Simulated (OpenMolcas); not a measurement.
# GeH2Cl2O (SMILES [OH][GeH]([Cl])[Cl]), step by step

We compute a series of 9 runs (UHF/cc-pVDZ, CASSCF(2,2)/cc-pVDZ, CASPT2(2,2)/cc-pVDZ, CASPT2[IPEA 0](2,2)/cc-pVDZ, SC-NEVPT2(2,2)/cc-pVDZ, PC-NEVPT2(2,2)/cc-pVDZ, MC-PDFT[tPBE](2,2)/cc-pVDZ, MC-PDFT[ftPBE](2,2)/cc-pVDZ, and more) of GeH2Cl2O. 

The results are computed with OpenMolcas 26.06.

### Step 1. The system as given

The species is GeH2Cl2O (6 atoms), meant as a singlet with charge 0. As SMILES, `[OH][GeH]([Cl])[Cl]`. The Ge2–Cl3 distance was set to 3.206 Å, away from the relaxed value. At this shape a bond of the SMILES string is far longer than usual.

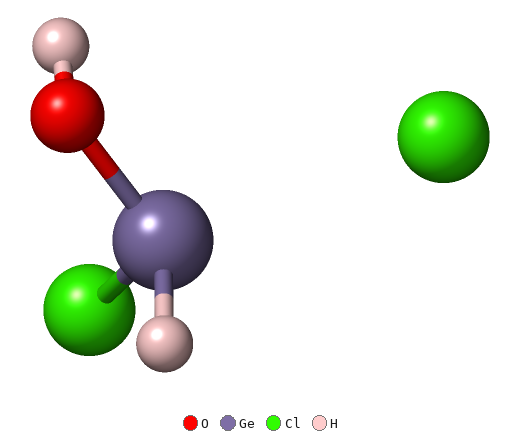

The structure, seen from a chosen angle (oxygen red, germanium purple, chlorine green, hydrogen pink).

### Step 2. A single-point energy at UHF/cc-pVDZ (run 1)

The input, coord.xyz:

```xyz
6

O     -1.167923     1.647890    -0.635599
Ge    -1.072323     0.208090     0.357501
Cl     1.948500    -0.862600     0.421700
Cl    -2.259323    -1.343710    -0.508799
H     -0.880523     1.508890    -1.542399
H     -1.560923     0.561790     1.754301
```

The input, step1.inp:

```
&GATEWAY
BasLib=$CurrDir
Coord=coord.xyz
Basis=cc-pVDZ
Group=NoSym
&SEWARD
&SCF
UHF
Scramble=0.25
PrOrbitals=1 2
```

The basis set cc-pVDZ is read from a file made from the Basis Set Exchange's data (not shown).

Launch:

```bash
$ export MOLCAS_MEM=1860
$ pymolcas step1.inp > step1.log
```

Output:

```text
--- Start Module: gateway ---
[...]
--- Stop Module: gateway /rc=_RC_ALL_IS_WELL_ ---
--- Start Module: seward ---
[...]
      Basis functions           87
--- Stop Module: seward /rc=_RC_ALL_IS_WELL_ ---
[...]
--- Start Module: scf ---
[...]
       Convergence after  28 Iterations
[...]
::    Total SCF energy                              -3070.3901698738
[...]
      Total spin, S                                     0.4400911659
[...]
      Total electronic charge=   76.000000
      Total            charge=   -0.000000
[...]
      Dipole Moment (debye):
      Origin of the operator (angstrom)=   -0.6875   -0.2059    0.0830
                   X= -1.1203E+00               Y=  1.0292E+00               Z= -7.8894E-02           Total=  1.5233E+00
      Quadrupole Moment (debye*angstrom):
[...]
--- Stop Module: scf /rc=_RC_ALL_IS_WELL_ ---
[...]
```

Run time: 8.7 s. Hardware: 1 thread of Intel Xeon 6975P-C (Granite Rapids), shared host; peak memory 0.48 GiB.

### Step 3. The energy at CASSCF(2,2)/cc-pVDZ (run 2)

coord.xyz is that of step 2.

The input, step2.inp:

```
&GATEWAY
  BasLib
  $CurrDir
  Coord
  coord.xyz
  Basis
  cc-pVDZ
  Group
  NoSym

&SEWARD

&RASSCF
  FileOrb
  $CurrDir/step1.UnaOrb
  Spin
  1
  Nactel
  2 0 0
  Inactive
  37
  Ras2
  2
  OrbListing
  NoCore
```

The basis set cc-pVDZ is read from a file made from the Basis Set Exchange's data (not shown).

Launch:

```bash
$ export MOLCAS_MEM=1860
$ pymolcas step2.inp > step2.log
```

Output:

```text
--- Start Module: gateway ---
[...]
--- Stop Module: gateway /rc=_RC_ALL_IS_WELL_ ---
--- Start Module: seward ---
[...]
      Basis functions           87
--- Stop Module: seward /rc=_RC_ALL_IS_WELL_ ---
[...]
--- Start Module: rasscf ---
[...]
      Number of active orbitals                  2
[...]
      Spin quantum number                      0.0
[...]
      Active orbitals                            2
[...]
      Number of CSFs                             3
[...]
      Number of root(s) required                 1
[...]
      Convergence after 17 iterations
[...]
      printout of CI-coefficients larger than  0.05 for root  1
      energy=   -3070.409115
      conf/sym  11     Coeff  Weight
             1  20   0.95562 0.91321
             3  02  -0.29459 0.08679
      Natural orbitals and occupation numbers for root  1
      sym 1:   1.826429   0.173571
      ************************************************************************************************************************
      *                                                    Final results                                                     *
[...]
::    RASSCF root number  1 Total energy:  -3070.40911471
[...]
      Total electronic charge=   76.000000
      Total            charge=   -0.000000
[...]
      Dipole Moment (debye):
      Origin of the operator (angstrom)=   -0.6875   -0.2059    0.0830
                   X= -2.1175E+00               Y=  1.2937E+00               Z= -1.3206E-01           Total=  2.4850E+00
      Quadrupole Moment (debye*angstrom):
[...]
--- Stop Module: rasscf /rc=_RC_ALL_IS_WELL_ ---
[...]
```

Wall time 7.2 s (1 thread of Intel Xeon 6975P-C (Granite Rapids), shared host); peak memory 0.48 GiB.

Run 3 isn't shown in full; the table further down has it.

### Step 4. The energy at CASPT2[IPEA 0](2,2)/cc-pVDZ (run 4)

coord.xyz is that of step 3.

The input, step4.inp:

```
>>> EXPORT MOLCAS_PRINT=2

&GATEWAY
 BasLib=$CurrDir
 Coord=coord.xyz
 Basis=cc-pVDZ
 Group=NoSym

&SEWARD

&RASSCF
 FileOrb=$CurrDir/step2.RasOrb
 Spin=1
 Nactel=2 0 0
 Inactive=37
 Ras2=2
 OrbListing=NoCore

&CASPT2
 IPEA=0
 Imaginary=0.1
 Frozen=20
```

The basis set cc-pVDZ is read from a file made from the Basis Set Exchange's data (not shown).

Launch:

```bash
$ export MOLCAS_MEM=1860
$ pymolcas step4.inp > step4.log
```

Output:

```text
--- Start Module: gateway ---
[...]
--- Stop Module: gateway /rc=_RC_ALL_IS_WELL_ ---
[...]
      Basis functions           87
[...]
--- Start Module: rasscf ---
[...]
      Number of active orbitals                  2
[...]
      Spin quantum number                      0.0
[...]
      Active orbitals                            2
[...]
      Number of CSFs                             3
[...]
      Number of root(s) required                 1
[...]
      Convergence after  4 iterations
[...]
      printout of CI-coefficients larger than  0.05 for root  1
      energy=   -3070.409115
      conf/sym  11     Coeff  Weight
             1  20   0.95562 0.91321
             3  02  -0.29459 0.08679
      Natural orbitals and occupation numbers for root  1
      sym 1:   1.826429   0.173571
      ************************************************************************************************************************
      *                                                    Final results                                                     *
[...]
::    RASSCF root number  1 Total energy:  -3070.40911471
[...]
      Total electronic charge=   76.000000
      Total            charge=   -0.000000
[...]
      Dipole Moment (debye):
      Origin of the operator (angstrom)=   -0.6875   -0.2059    0.0830
                   X= -2.1175E+00               Y=  1.2937E+00               Z= -1.3206E-01           Total=  2.4849E+00
      Quadrupole Moment (debye*angstrom):
[...]
--- Stop Module: rasscf /rc=_RC_ALL_IS_WELL_ ---
[...]
--- Start Module: caspt2 ---
[...]
 ###    WARNING: User changed nr of frozen orbitals.                         ###
 ###############################################################################
[...]
      E2 (Variational):          -0.5510376852
      Total energy:           -3070.9601523949
[...]
      Reference weight:           0.83864
[...]
::    CASPT2 Root  1     Total energy:  -3070.96015239
[...]
--- Stop Module: caspt2 /rc=_RC_ALL_IS_WELL_ ---
[...]
```

Wall time 5.1 s (1 thread of Intel Xeon 6975P-C (Granite Rapids), shared host); peak memory 0.48 GiB.

Runs 5 to 8 aren't shown in full; the table further down has their settings and results.

### Step 5. A single-point energy at MRCI(2,2)/cc-pVDZ (run 9)

coord.xyz is that of step 4.

The input, step9.input:

```
* Cl2GeH2O MRCI

&gateway
  baslib
  $CurrDir
  coord
  coord.xyz
  basis
  cc-pVDZ
  group
  NoSym

&seward

&rasscf
  fileorb
  $CurrDir/step2.RasOrb
  spin
  1
  nactel
  2 0 0
  inactive
  37
  ras2
  2
  orblisting
  NoCore

&motra
  lumorb
  frozen
  20

&guga
  electrons
  36
  spin
  1
  inactive
  17
  active
  2
  ciall
  1

&mrci
  sdci
```

The basis set cc-pVDZ is read from a file made from the Basis Set Exchange's data (not shown).

Launch:

```bash
$ export MOLCAS_MEM=1860
$ pymolcas step9.input > step9.log
```

Output:

```text
--- Start Module: gateway ---
[...]
--- Stop Module: gateway /rc=_RC_ALL_IS_WELL_ ---
[...]
      Basis functions           87
[...]
      Number of active orbitals                  2
[...]
      Spin quantum number                      0.0
[...]
      Active orbitals                            2
[...]
      Number of CSFs                             3
[...]
      Number of root(s) required                 1
[...]
      Convergence after  4 iterations
[...]
      printout of CI-coefficients larger than  0.05 for root  1
      energy=   -3070.409115
      conf/sym  11     Coeff  Weight
             1  20   0.95562 0.91321
             3  02  -0.29459 0.08679
      Natural orbitals and occupation numbers for root  1
      sym 1:   1.826429   0.173571
      ************************************************************************************************************************
      *                                                    Final results                                                     *
[...]
::    RASSCF root number  1 Total energy:  -3070.40911471
[...]
      Dipole Moment (debye):
      Origin of the operator (angstrom)=   -0.6875   -0.2059    0.0830
                   X= -2.1175E+00               Y=  1.2937E+00               Z= -1.3206E-01           Total=  2.4849E+00
      Quadrupole Moment (debye*angstrom):
[...]
      *** WARNING: Default frozen orbitals is overwritten by user input.
      *** Default values:  25
[...]
--- Start Module: guga ---
[...]
--- Stop Module: guga /rc=_RC_ALL_IS_WELL_ ---
--- Start Module: mrci ---
[...]
       (But an ACPF correction will be computed)
       USE THE DEFAULT ACPF G-VALUE GFAC=   5.5555555555555552E-002
[...]
                      CI ENERGY: -3070.91110302
[...]
                ACPF CORRECTION:    -0.07465072
[...]
      Total electronic charge=   76.000000
      Total            charge=    0.000000
[...]
     ACPF CORRECTION:     -0.07465072
[...]
  CI State   1     Total energy:  -3070.91110302     QDav:     -0.07973947     QACPF:     -0.07465072
[...]
--- Stop Module: mrci /rc=_RC_ALL_IS_WELL_ ---
[...]
```

It took 39 s on 1 thread of Intel Xeon 6975P-C (Granite Rapids), shared host; peak memory 0.48 GiB.

### Step 6. Overview of the runs

| run | level | scramble | active rule | energy (Eh) | dipole moment (D) of the reference | wall time |
| --- | --- | --- | --- | --- | --- | --- |
| 1 | UHF/cc-pVDZ | 0.25 | – | -3070.390170 | 1.52 | 8.7 s |
| 2 | CASSCF(2,2)/cc-pVDZ | – | uhf natural orbitals | -3070.409115 | 2.48 | 7.2 s |
| 3 | CASPT2(2,2)/cc-pVDZ | – | uhf natural orbitals | -3070.957493 | 2.48 | 5.1 s |
| 4 | CASPT2[IPEA 0](2,2)/cc-pVDZ | – | uhf natural orbitals | -3070.960152 | 2.48 | 5.1 s |
| 5 | SC-NEVPT2(2,2)/cc-pVDZ | – | uhf natural orbitals | -3070.955608 | 2.48 | 5.4 s |
| 6 | PC-NEVPT2(2,2)/cc-pVDZ | – | uhf natural orbitals | -3070.955742 | 2.48 | 4.8 s |
| 7 | MC-PDFT[tPBE](2,2)/cc-pVDZ | – | uhf natural orbitals | -3073.009012 | 2.48 | 5.1 s |
| 8 | MC-PDFT[ftPBE](2,2)/cc-pVDZ | – | uhf natural orbitals | -3073.481828 | 2.48 | 4.8 s |
| 9 | MRCI(2,2)/cc-pVDZ | – | uhf natural orbitals | -3070.911103 | 2.48 | 39 s |

### Step 7. Summary of results

| quantity | value |
| --- | --- |
| run 9, MRCI(2,2)/cc-pVDZ: total energy | -3070.91110 Eh |
| run 9, MRCI(2,2)/cc-pVDZ: dipole moment (CASSCF density) | 2.48 D |

Below the UHF energy at the same shape and in the same basis (cc-pVDZ): CASSCF(2,2) -18.9 mEh; CASPT2(2,2) -567.3 mEh; CASPT2[IPEA 0](2,2) -570.0 mEh; SC-NEVPT2(2,2) -565.4 mEh; PC-NEVPT2(2,2) -565.6 mEh; MRCI(2,2) -520.9 mEh. Active-space methods hold only the correlation inside their space unless a perturbation or CI step follows. Spin contamination of the reference: run 1 ⟨S²⟩ = 0.63. Where it is this large, the reference is a mixture of spin states, and values that rest on it are in doubt. All runs together took 85 s, the longest 39 s.
